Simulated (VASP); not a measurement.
Band structure of HgO (relaxed from the CsCl type structure, space group Pm-3m). Calculation: PBEsol GGA, VASP's PBE PAW potentials (set 64) (plane waves; VASP 6.6.1).

Unless said otherwise, spin-orbit coupling is left out, though it shifts the bands of the heavy elements here.

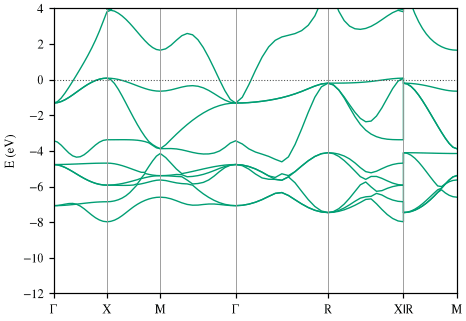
Figure: Bands along high-symmetry lines, zero at the valence-band maximum or, without a gap, the Fermi level

Problem. Read the plot: is there a gap, and where are the band edges?

Solution. It has no gap at this level: it comes out as a metal or semimetal. (Edges off the drawn lines would not show.)

The structure was generated: HgO was put into the CsCl type type (Pm-3m), which need not be its known phase. It was relaxed first, which changed the volume by +54 %.
